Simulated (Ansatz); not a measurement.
# GaAs+ (quartet): SPW92, PBE, r2SCAN, PBE0, B3LYP over a scan of the distance Ga1–As2, cc-pVTZ, part 2 of 2

Ansatz 0.2.0, Gaussian basis; cc-pVTZ, all electrons in the functionals. Earlier steps stand in the parts before.

## 19. r2SCAN, 7.386 Å

File in.yaml:

```yaml
crystal:
  periodic: [false, false, false]
  atoms:
    - {symbol: Ga, position_ang: [0.000000, 0.000000, 0.000000]}
    - {symbol: As, position_ang: [0.000000, 0.000000, 7.386000]}
basis:
  gaussian: {orbitals: cc-pVTZ}
total_charge: 1
magnetization: {spin_polarized: true, initial_magnetization: 3}
hamiltonian: {xc: {name: r2SCAN}}
output: {forces: true}
```

The run is started by

```
$ ansatz run in.yaml --threads 1 --pin off --events-out ev --progress --plain --max-ram 2393MiB
```

Output, cut to the lines that bear on the results:

```text
Functional definition: r2SCAN
  name "r2SCAN"
  cite "Furness, Kaplan, Ning, Perdew & Sun, J. Phys. Chem. Lett. 11, 8208 (2020) doi:10.1021/acs.jpclett.0c02405"
  cite "Furness, Kaplan, Ning, Perdew & Sun, J. Phys. Chem. Lett. 11, 9248 (2020) doi:10.1021/acs.jpclett.0c03077"
  parent r2scan
[...]
734 factors; their error is unknown
[...]
mean field -113211.39339420 eV, -4160.4419697983 hartree, gradient 2.8e-9 eV, S^2 3.750826; 6 other end points of the search recorded, 0 dependent functions left out
[...]
reference -113211.39341483 eV, -4160.4419705563 hartree; 33, 30 occupied and 53, 56 virtual orbitals, 734 factors
Total energy: -113211.39341483 eV, -4160.4419705563 hartree
Atom 0 at     0.000000     0.000000     0.000000 Å, force    -0.000000    -0.000000    -0.007615 eV/Å
Atom 1 at     0.000000     0.000000     7.386000 Å, force     0.000000     0.000000     0.007615 eV/Å
Dipole moment:     0.000102     0.000018    -3.213416 e Å
```

Wall time 80 s (1 thread of Arm Neoverse V1, shared host).

From the report: ⟨S²⟩ of the determinant 3.751 (pure quartet: 3.75).

From 2.704 Å: +0.742 eV.

## 20. PBE0, 2.468 Å

File in.yaml:

```yaml
crystal:
  periodic: [false, false, false]
  atoms:
    - {symbol: Ga, position_ang: [0.000000, 0.000000, 0.000000]}
    - {symbol: As, position_ang: [0.000000, 0.000000, 2.468000]}
basis:
  gaussian: {orbitals: cc-pVTZ}
total_charge: 1
magnetization: {spin_polarized: true, initial_magnetization: 3}
hamiltonian: {xc: {name: PBE0}}
output: {forces: true, orbitals: {seedname: orbitals}}
```

Same command.

Output, cut to the lines that bear on the results:

```text
Functional definition: PBE0
  name "PBE0"
  cite "Adamo & Barone, J. Chem. Phys. 110, 6158 (1999) doi:10.1063/1.478522"
  cite "Perdew, Burke & Ernzerhof, Phys. Rev. Lett. 77, 3865 (1996) doi:10.1103/PhysRevLett.77.3865"
  parent pbe
[...]
577 factors; integrals over basis functions are off by at most 8.9e-4 eV
[...]
mean field -113198.57083570 eV, -4159.9707494647 hartree, gradient 2.7e-5 eV, S^2 3.757391; 0 other end points of the search recorded, 0 dependent functions left out
[...]
reference -113198.57086430 eV, -4159.9707505158 hartree; 33, 30 occupied and 53, 56 virtual orbitals, 577 factors
Total energy: -113198.57086430 eV, -4159.9707505158 hartree
Atom 0 at     0.000000     0.000000     0.000000 Å, force    -0.000000     0.000000    -0.891259 eV/Å
Atom 1 at     0.000000     0.000000     2.468000 Å, force     0.000000     0.000000     0.891259 eV/Å
Dipole moment:    -0.000000     0.000000    -0.380310 e Å
```

Wall time 4.7 s (1 thread of Arm Neoverse V1, shared host).

From the report: ⟨S²⟩ of the determinant 3.757 (pure quartet: 3.75).

## 21. PBE0, 2.704 Å

File in.yaml:

```yaml
crystal:
  periodic: [false, false, false]
  atoms:
    - {symbol: Ga, position_ang: [0.000000, 0.000000, 0.000000]}
    - {symbol: As, position_ang: [0.000000, 0.000000, 2.703500]}
basis:
  gaussian: {orbitals: cc-pVTZ}
total_charge: 1
magnetization: {spin_polarized: true, initial_magnetization: 3}
hamiltonian: {xc: {name: PBE0}}
output: {orbitals: {seedname: orbitals}}
```

Launched as before.

Output, cut to the lines that bear on the results:

```text
Functional definition: PBE0
  name "PBE0"
  cite "Adamo & Barone, J. Chem. Phys. 110, 6158 (1999) doi:10.1063/1.478522"
  cite "Perdew, Burke & Ernzerhof, Phys. Rev. Lett. 77, 3865 (1996) doi:10.1103/PhysRevLett.77.3865"
  parent pbe
[...]
577 factors; integrals over basis functions are off by at most 7.2e-4 eV
[...]
mean field -113198.65968677 eV, -4159.9740146816 hartree, gradient 3.6e-5 eV, S^2 3.757201; 0 other end points of the search recorded, 0 dependent functions left out
reference -113198.65971587 eV, -4159.9740157509 hartree; 33, 30 occupied and 53, 56 virtual orbitals, 577 factors
Total energy: -113198.65971587 eV, -4159.9740157509 hartree
```

Run time: 3.9 s. Hardware: 1 thread of Arm Neoverse V1, shared host.

From the report: ⟨S²⟩ of the determinant 3.757 (pure quartet: 3.75).

## 22. PBE0, 3.004 Å

Edit in.yaml of step 21 so:

```diff
@@ -4,3 +4,3 @@
     - {symbol: Ga, position_ang: [0.000000, 0.000000, 0.000000]}
-    - {symbol: As, position_ang: [0.000000, 0.000000, 2.703500]}
+    - {symbol: As, position_ang: [0.000000, 0.000000, 3.004000]}
 basis:
```

Launched as before.

Output, cut to the lines that bear on the results:

```text
Functional definition: PBE0
  name "PBE0"
  cite "Adamo & Barone, J. Chem. Phys. 110, 6158 (1999) doi:10.1063/1.478522"
  cite "Perdew, Burke & Ernzerhof, Phys. Rev. Lett. 77, 3865 (1996) doi:10.1103/PhysRevLett.77.3865"
  parent pbe
[...]
575 factors; integrals over basis functions are off by at most 5.7e-4 eV
[...]
mean field -113198.59944864 eV, -4159.9718009710 hartree, gradient 1.9e-5 eV, S^2 3.754902; 0 other end points of the search recorded, 0 dependent functions left out
reference -113198.59947842 eV, -4159.9718020654 hartree; 33, 30 occupied and 53, 56 virtual orbitals, 575 factors
Total energy: -113198.59947842 eV, -4159.9718020654 hartree
```

Wall time 4.6 s (1 thread of Arm Neoverse V1, shared host).

From the report: ⟨S²⟩ of the determinant 3.755 (pure quartet: 3.75).

From 2.704 Å: +0.060 eV.

## 23. PBE0, 3.757 Å

File in.yaml:

```yaml
crystal:
  periodic: [false, false, false]
  atoms:
    - {symbol: Ga, position_ang: [0.000000, 0.000000, 0.000000]}
    - {symbol: As, position_ang: [0.000000, 0.000000, 3.757000]}
basis:
  gaussian: {orbitals: cc-pVTZ}
total_charge: 1
magnetization: {spin_polarized: true, initial_magnetization: 3}
hamiltonian: {xc: {name: PBE0}}
output: {forces: true, orbitals: {seedname: orbitals}}
```

Launched as before.

Output, cut to the lines that bear on the results:

```text
Functional definition: PBE0
  name "PBE0"
  cite "Adamo & Barone, J. Chem. Phys. 110, 6158 (1999) doi:10.1063/1.478522"
  cite "Perdew, Burke & Ernzerhof, Phys. Rev. Lett. 77, 3865 (1996) doi:10.1103/PhysRevLett.77.3865"
  parent pbe
[...]
568 factors; integrals over basis functions are off by at most 1.1e-3 eV
[...]
mean field -113198.31300656 eV, -4159.9612744187 hartree, gradient 1.7e-5 eV, S^2 3.751137; 0 other end points of the search recorded, 0 dependent functions left out
[...]
reference -113198.31303860 eV, -4159.9612755961 hartree; 33, 30 occupied and 53, 56 virtual orbitals, 568 factors
Total energy: -113198.31303860 eV, -4159.9612755961 hartree
Atom 0 at     0.000000     0.000000     0.000000 Å, force     0.000000     0.000000     0.341704 eV/Å
Atom 1 at     0.000000     0.000000     3.757000 Å, force    -0.000000    -0.000000    -0.341704 eV/Å
Dipole moment:     0.000000     0.000000    -1.287638 e Å
```

Wall time 4.7 s (1 thread of Arm Neoverse V1, shared host).

From the report: ⟨S²⟩ of the determinant 3.751 (pure quartet: 3.75).

From 2.704 Å: +0.347 eV.

## 24. PBE0, 4.949 Å

File in.yaml:

```yaml
crystal:
  periodic: [false, false, false]
  atoms:
    - {symbol: Ga, position_ang: [0.000000, 0.000000, 0.000000]}
    - {symbol: As, position_ang: [0.000000, 0.000000, 4.949000]}
basis:
  gaussian: {orbitals: cc-pVTZ}
total_charge: 1
magnetization: {spin_polarized: true, initial_magnetization: 3}
hamiltonian: {xc: {name: PBE0}}
output: {orbitals: {seedname: orbitals}}
```

Launched as before.

Output, cut to the lines that bear on the results:

```text
Functional definition: PBE0
  name "PBE0"
  cite "Adamo & Barone, J. Chem. Phys. 110, 6158 (1999) doi:10.1063/1.478522"
  cite "Perdew, Burke & Ernzerhof, Phys. Rev. Lett. 77, 3865 (1996) doi:10.1103/PhysRevLett.77.3865"
  parent pbe
[...]
569 factors; integrals over basis functions are off by at most 6.1e-4 eV
[...]
mean field -113198.06146141 eV, -4159.9520303049 hartree, gradient 4.4e-5 eV, S^2 3.750560; 2 other end points of the search recorded, 0 dependent functions left out
reference -113198.06149659 eV, -4159.9520315979 hartree; 33, 30 occupied and 53, 56 virtual orbitals, 569 factors
Total energy: -113198.06149659 eV, -4159.9520315979 hartree
```

Run time: 4.2 s. Hardware: 1 thread of Arm Neoverse V1, shared host.

From the report: ⟨S²⟩ of the determinant 3.751 (pure quartet: 3.75).

From 2.704 Å: +0.598 eV.

The fields below are evaluated on a grid from the run's orbitals.

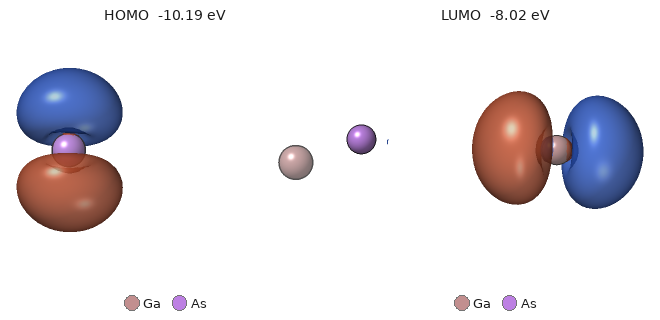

Frontier orbitals at PBE0/cc-pVTZ (alpha spin); each surface holds 70 % of the orbital's density, blue and red mark the sign.

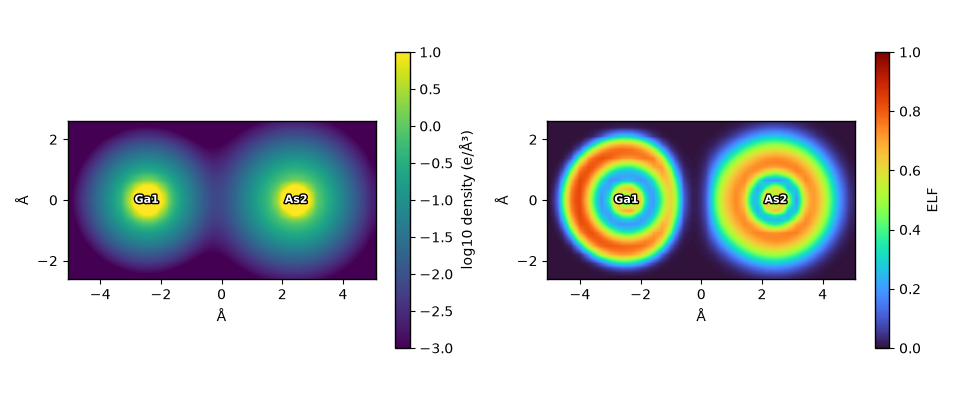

Density (left) and ELF (right) in a plane through or near 2 of the atoms.

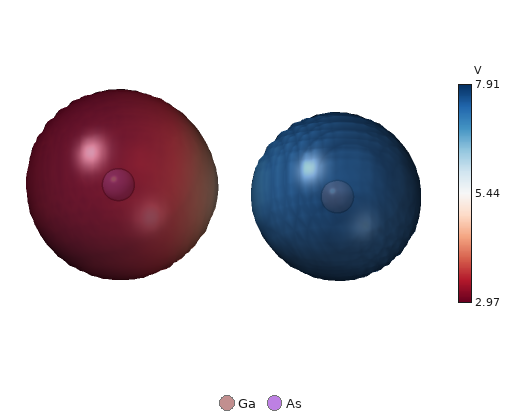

Electrostatic potential on the surface of density 0.002 e/bohr³; red is low, blue high. It runs, from the 1st to the 99th percentile, from 2.97 V near As2 to 7.91 V near Ga1.

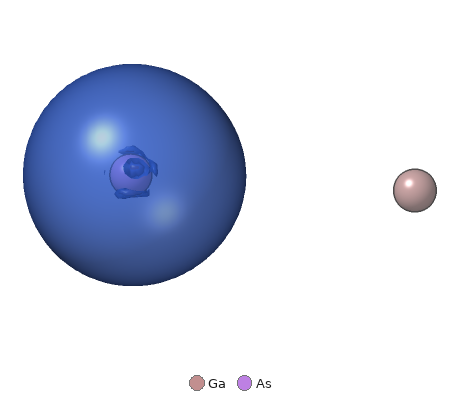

Spin density at ±0.02 e/Å³ (alpha excess blue, beta excess red).

## 25. PBE0, 7.386 Å

File in.yaml:

```yaml
crystal:
  periodic: [false, false, false]
  atoms:
    - {symbol: Ga, position_ang: [0.000000, 0.000000, 0.000000]}
    - {symbol: As, position_ang: [0.000000, 0.000000, 7.386000]}
basis:
  gaussian: {orbitals: cc-pVTZ}
total_charge: 1
magnetization: {spin_polarized: true, initial_magnetization: 3}
hamiltonian: {xc: {name: PBE0}}
output: {forces: true, orbitals: {seedname: orbitals}}
```

The command is unchanged.

Output, cut to the lines that bear on the results:

```text
Functional definition: PBE0
  name "PBE0"
  cite "Adamo & Barone, J. Chem. Phys. 110, 6158 (1999) doi:10.1063/1.478522"
  cite "Perdew, Burke & Ernzerhof, Phys. Rev. Lett. 77, 3865 (1996) doi:10.1103/PhysRevLett.77.3865"
  parent pbe
[...]
569 factors; integrals over basis functions are off by at most 2.4e-4 eV
[...]
mean field -113197.97594630 eV, -4159.9488876827 hartree, gradient 2.1e-5 eV, S^2 3.750548; 6 other end points of the search recorded, 0 dependent functions left out
[...]
reference -113197.97598594 eV, -4159.9488891394 hartree; 33, 30 occupied and 53, 56 virtual orbitals, 569 factors
Total energy: -113197.97598594 eV, -4159.9488891394 hartree
Atom 0 at     0.000000     0.000000     0.000000 Å, force     0.000000    -0.000000     0.006311 eV/Å
Atom 1 at     0.000000     0.000000     7.386000 Å, force     0.000000     0.000000    -0.006311 eV/Å
Dipole moment:     0.000000    -0.000000    -3.733969 e Å
```

Wall time 7 s (1 thread of Arm Neoverse V1, shared host).

From the report: ⟨S²⟩ of the determinant 3.751 (pure quartet: 3.75).

From 2.704 Å: +0.684 eV.

## 26. B3LYP, 2.468 Å

File in.yaml:

```yaml
crystal:
  periodic: [false, false, false]
  atoms:
    - {symbol: Ga, position_ang: [0.000000, 0.000000, 0.000000]}
    - {symbol: As, position_ang: [0.000000, 0.000000, 2.468000]}
basis:
  gaussian: {orbitals: cc-pVTZ}
total_charge: 1
magnetization: {spin_polarized: true, initial_magnetization: 3}
hamiltonian: {xc: {name: B3LYP}}
```

Same command.

Output, cut to the lines that bear on the results:

```text
Functional definition: B3LYP
  name "B3LYP"
  cite "Stephens, Devlin, Chabalowski & Frisch, J. Phys. Chem. 98, 11623 (1994) doi:10.1021/j100096a001"
  cite "Becke, Phys. Rev. A 38, 3098 (1988) doi:10.1103/PhysRevA.38.3098"
  cite "Lee, Yang & Parr, Phys. Rev. B 37, 785 (1988) doi:10.1103/PhysRevB.37.785"
  cite "Vosko, Wilk & Nusair, Can. J. Phys. 58, 1200 (1980) doi:10.1139/p80-159"
[...]
577 factors; integrals over basis functions are off by at most 8.9e-4 eV
[...]
mean field -113215.29999666 eV, -4160.5855347908 hartree, gradient 1.8e-5 eV, S^2 3.754675; 0 other end points of the search recorded, 0 dependent functions left out
reference -113215.30018625 eV, -4160.5855417579 hartree; 33, 30 occupied and 53, 56 virtual orbitals, 577 factors
Total energy: -113215.30018625 eV, -4160.5855417579 hartree
```

It took 3.7 s on 1 thread of Arm Neoverse V1, shared host.

From the report: ⟨S²⟩ of the determinant 3.755 (pure quartet: 3.75).

## 27. B3LYP, 2.704 Å

Edit in.yaml of step 26 so:

```diff
@@ -4,3 +4,3 @@
     - {symbol: Ga, position_ang: [0.000000, 0.000000, 0.000000]}
-    - {symbol: As, position_ang: [0.000000, 0.000000, 2.468000]}
+    - {symbol: As, position_ang: [0.000000, 0.000000, 2.703500]}
 basis:
```

Same command.

Output, cut to the lines that bear on the results:

```text
Functional definition: B3LYP
  name "B3LYP"
  cite "Stephens, Devlin, Chabalowski & Frisch, J. Phys. Chem. 98, 11623 (1994) doi:10.1021/j100096a001"
  cite "Becke, Phys. Rev. A 38, 3098 (1988) doi:10.1103/PhysRevA.38.3098"
  cite "Lee, Yang & Parr, Phys. Rev. B 37, 785 (1988) doi:10.1103/PhysRevB.37.785"
  cite "Vosko, Wilk & Nusair, Can. J. Phys. 58, 1200 (1980) doi:10.1139/p80-159"
[...]
577 factors; integrals over basis functions are off by at most 7.2e-4 eV
[...]
mean field -113215.42185319 eV, -4160.5900129354 hartree, gradient 6.8e-5 eV, S^2 3.754521; 0 other end points of the search recorded, 0 dependent functions left out
reference -113215.42204738 eV, -4160.5900200718 hartree; 33, 30 occupied and 53, 56 virtual orbitals, 577 factors
Total energy: -113215.42204738 eV, -4160.5900200718 hartree
```

It took 3.8 s on 1 thread of Arm Neoverse V1, shared host.

From the report: ⟨S²⟩ of the determinant 3.755 (pure quartet: 3.75).

## 28. B3LYP, 3.004 Å

Edit in.yaml of step 27 so:

```diff
@@ -4,3 +4,3 @@
     - {symbol: Ga, position_ang: [0.000000, 0.000000, 0.000000]}
-    - {symbol: As, position_ang: [0.000000, 0.000000, 2.703500]}
+    - {symbol: As, position_ang: [0.000000, 0.000000, 3.004000]}
 basis:
```

The command is unchanged.

Output, cut to the lines that bear on the results:

```text
Functional definition: B3LYP
  name "B3LYP"
  cite "Stephens, Devlin, Chabalowski & Frisch, J. Phys. Chem. 98, 11623 (1994) doi:10.1021/j100096a001"
  cite "Becke, Phys. Rev. A 38, 3098 (1988) doi:10.1103/PhysRevA.38.3098"
  cite "Lee, Yang & Parr, Phys. Rev. B 37, 785 (1988) doi:10.1103/PhysRevB.37.785"
  cite "Vosko, Wilk & Nusair, Can. J. Phys. 58, 1200 (1980) doi:10.1139/p80-159"
[...]
575 factors; integrals over basis functions are off by at most 5.7e-4 eV
[...]
mean field -113215.39256293 eV, -4160.5889365383 hartree, gradient 1.3e-5 eV, S^2 3.753183; 0 other end points of the search recorded, 0 dependent functions left out
reference -113215.39276368 eV, -4160.5889439159 hartree; 33, 30 occupied and 53, 56 virtual orbitals, 575 factors
Total energy: -113215.39276368 eV, -4160.5889439159 hartree
```

Run time: 4 s. Hardware: 1 thread of Arm Neoverse V1, shared host.

From the report: ⟨S²⟩ of the determinant 3.753 (pure quartet: 3.75).

From 2.704 Å: +0.029 eV.

## 29. B3LYP, 3.757 Å

Edit in.yaml of step 28 so:

```diff
@@ -4,3 +4,3 @@
     - {symbol: Ga, position_ang: [0.000000, 0.000000, 0.000000]}
-    - {symbol: As, position_ang: [0.000000, 0.000000, 3.004000]}
+    - {symbol: As, position_ang: [0.000000, 0.000000, 3.757000]}
 basis:
```

Same command.

Output, cut to the lines that bear on the results:

```text
Functional definition: B3LYP
  name "B3LYP"
  cite "Stephens, Devlin, Chabalowski & Frisch, J. Phys. Chem. 98, 11623 (1994) doi:10.1021/j100096a001"
  cite "Becke, Phys. Rev. A 38, 3098 (1988) doi:10.1103/PhysRevA.38.3098"
  cite "Lee, Yang & Parr, Phys. Rev. B 37, 785 (1988) doi:10.1103/PhysRevB.37.785"
  cite "Vosko, Wilk & Nusair, Can. J. Phys. 58, 1200 (1980) doi:10.1139/p80-159"
[...]
568 factors; integrals over basis functions are off by at most 1.1e-3 eV
[...]
mean field -113215.14990261 eV, -4160.5800189361 hartree, gradient 8.6e-5 eV, S^2 3.750886; 0 other end points of the search recorded, 0 dependent functions left out
reference -113215.15012148 eV, -4160.5800269792 hartree; 33, 30 occupied and 53, 56 virtual orbitals, 568 factors
Total energy: -113215.15012148 eV, -4160.5800269792 hartree
```

Run time: 3.9 s. Hardware: 1 thread of Arm Neoverse V1, shared host.

From the report: ⟨S²⟩ of the determinant 3.751 (pure quartet: 3.75).

From 2.704 Å: +0.272 eV.

## 30. B3LYP, 4.949 Å

Edit in.yaml of step 29 so:

```diff
@@ -4,3 +4,3 @@
     - {symbol: Ga, position_ang: [0.000000, 0.000000, 0.000000]}
-    - {symbol: As, position_ang: [0.000000, 0.000000, 3.757000]}
+    - {symbol: As, position_ang: [0.000000, 0.000000, 4.949000]}
 basis:
```

Launched as before.

Output, cut to the lines that bear on the results:

```text
Functional definition: B3LYP
  name "B3LYP"
  cite "Stephens, Devlin, Chabalowski & Frisch, J. Phys. Chem. 98, 11623 (1994) doi:10.1021/j100096a001"
  cite "Becke, Phys. Rev. A 38, 3098 (1988) doi:10.1103/PhysRevA.38.3098"
  cite "Lee, Yang & Parr, Phys. Rev. B 37, 785 (1988) doi:10.1103/PhysRevB.37.785"
  cite "Vosko, Wilk & Nusair, Can. J. Phys. 58, 1200 (1980) doi:10.1139/p80-159"
[...]
569 factors; integrals over basis functions are off by at most 6.1e-4 eV
[...]
mean field -113214.90456426 eV, -4160.5710029179 hartree, gradient 3.2e-5 eV, S^2 3.750442; 2 other end points of the search recorded, 0 dependent functions left out
reference -113214.90480794 eV, -4160.5710118730 hartree; 33, 30 occupied and 53, 56 virtual orbitals, 569 factors
Total energy: -113214.90480794 eV, -4160.5710118730 hartree
```

Run time: 4.9 s. Hardware: 1 thread of Arm Neoverse V1, shared host.

From the report: ⟨S²⟩ of the determinant 3.750 (pure quartet: 3.75).

From 2.704 Å: +0.517 eV.

## 31. B3LYP, 7.386 Å

Edit in.yaml of step 30 so:

```diff
@@ -4,3 +4,3 @@
     - {symbol: Ga, position_ang: [0.000000, 0.000000, 0.000000]}
-    - {symbol: As, position_ang: [0.000000, 0.000000, 4.949000]}
+    - {symbol: As, position_ang: [0.000000, 0.000000, 7.386000]}
 basis:
```

Same command.

Output, cut to the lines that bear on the results:

```text
Functional definition: B3LYP
  name "B3LYP"
  cite "Stephens, Devlin, Chabalowski & Frisch, J. Phys. Chem. 98, 11623 (1994) doi:10.1021/j100096a001"
  cite "Becke, Phys. Rev. A 38, 3098 (1988) doi:10.1103/PhysRevA.38.3098"
  cite "Lee, Yang & Parr, Phys. Rev. B 37, 785 (1988) doi:10.1103/PhysRevB.37.785"
  cite "Vosko, Wilk & Nusair, Can. J. Phys. 58, 1200 (1980) doi:10.1139/p80-159"
[...]
569 factors; integrals over basis functions are off by at most 2.4e-4 eV
[...]
mean field -113214.81180915 eV, -4160.5675942306 hartree, gradient 8.0e-6 eV, S^2 3.750431; 2 other end points of the search recorded, 0 dependent functions left out
reference -113214.81209375 eV, -4160.5676046894 hartree; 33, 30 occupied and 53, 56 virtual orbitals, 569 factors
Total energy: -113214.81209375 eV, -4160.5676046894 hartree
```

Wall time 9 s (1 thread of Arm Neoverse V1, shared host).

From the report: ⟨S²⟩ of the determinant 3.750 (pure quartet: 3.75).

From 2.704 Å: +0.610 eV.

## 32. The comparison

The yardstick is UCCSDT(Q), where the cluster series has nearly closed. It and the other wave-function rows come from earlier runs at the same points. Energies in eV, counted from 2.704 Å; blanks weren't run or aren't comparable.

| level | 2.468 Å | 2.704 Å | 3.004 Å | 3.757 Å | 4.949 Å | 7.386 Å |
| --- | --- | --- | --- | --- | --- | --- |
| UCCSDT(Q) | 0.162 | 0.000 | -0.005 | 0.178 | 0.347 | 0.405 |
| SPW92 | 0.004 | 0.000 | 0.143 | 0.544 | 0.875 | 0.955 |
| PBE | 0.088 | 0.000 | 0.067 | 0.364 | 0.637 | 0.709 |
| r2SCAN | 0.051 | 0.000 | 0.087 | 0.398 | 0.664 | 0.742 |
| PBE0 | 0.089 | 0.000 | 0.060 | 0.347 | 0.598 | 0.684 |
| B3LYP | 0.122 | 0.000 | 0.029 | 0.272 | 0.517 | 0.610 |
| RHF | 0.298 | 0.000 | -0.151 | -0.142 | -0.035 | 0.012 |
| UHF | 0.241 | 0.000 | -0.095 | -0.041 | 0.069 | 0.116 |
| RMP2 | 0.151 | 0.000 | -0.028 | 0.125 | 0.289 | 0.346 |
| UMP2 | 0.171 | 0.000 | -0.026 | 0.129 | 0.292 | 0.349 |
| RCCSD | 0.184 | 0.000 | -0.029 | 0.121 | 0.277 | 0.333 |
| RCCSD(T) | 0.166 | 0.000 | -0.010 | 0.166 | 0.333 | 0.390 |
| UCCSD(T) | 0.166 | 0.000 | -0.010 | 0.166 | 0.333 | 0.390 |
| RCCSDT(Q) | 0.163 | 0.000 | -0.006 | 0.177 | 0.347 | 0.404 |
| CASSCF valence | 0.204 | 0.000 | -0.064 | 0.016 | 0.132 | 0.181 |
| NEVPT2 valence | 0.161 | 0.000 | -0.013 | 0.157 | 0.311 | 0.362 |
| MRCISD+Q valence | 0.153 | 0.000 | -0.004 | 0.178 | 0.345 | 0.402 |
| NEVPT2 pair | 0.157 | 0.000 | -0.008 | 0.133 | 0.290 | 0.345 |

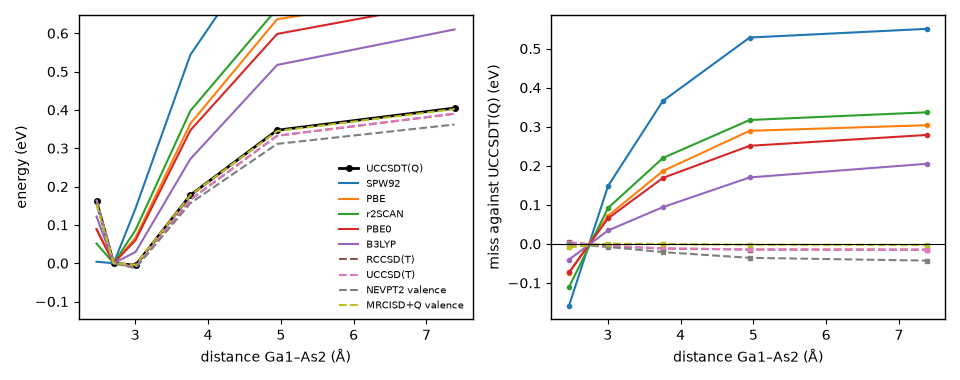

Left: the curves (the axis may cut off levels that run far away). Right: misses against UCCSDT(Q), in the same colours.

Largest miss and mean time a point (UCCSDT(Q) took 40 s a point; shared hosts):

```csv
level,largest miss (eV),where,time a point
SPW92,+0.551,7.386 Å,3.2 s
PBE,+0.304,7.386 Å,6.4 s
r2SCAN,+0.337,7.386 Å,19 s
PBE0,+0.279,7.386 Å,4.9 s
B3LYP,+0.205,7.386 Å,4.9 s
RHF,-0.393,7.386 Å,
UHF,-0.288,7.386 Å,
RMP2,-0.058,7.386 Å,
UMP2,-0.056,7.386 Å,
RCCSD,-0.072,7.386 Å,
RCCSD(T),-0.015,7.386 Å,7.4 s
UCCSD(T),-0.015,7.386 Å,8.3 s
RCCSDT(Q),+0.001,2.468 Å,41 s
CASSCF valence,-0.224,7.386 Å,
NEVPT2 valence,-0.043,7.386 Å,6.8 s
MRCISD+Q valence,-0.009,2.468 Å,8.3 s
NEVPT2 pair,-0.059,7.386 Å,8 s
```

## 33. Outcome

This closing draws on all 2 parts.

```
                   quantity                value
span of the UCCSDT(Q) curve             0.410 eV
        largest miss, SPW92  +0.551 eV (7.386 Å)
          largest miss, PBE  +0.304 eV (7.386 Å)
       largest miss, r2SCAN  +0.337 eV (7.386 Å)
         largest miss, PBE0  +0.279 eV (7.386 Å)
        largest miss, B3LYP  +0.205 eV (7.386 Å)
     largest miss, RCCSD(T)  -0.015 eV (7.386 Å)
     largest miss, UCCSD(T)  -0.015 eV (7.386 Å)
```

Of the functionals, B3LYP keep the smallest largest miss at the points compared (at most 0.205 eV) and SPW92 strays most (0.551 eV, at 7.386 Å). Functionals and the yardstick converge differently with the basis, so part of each miss in cc-pVTZ is the basis.
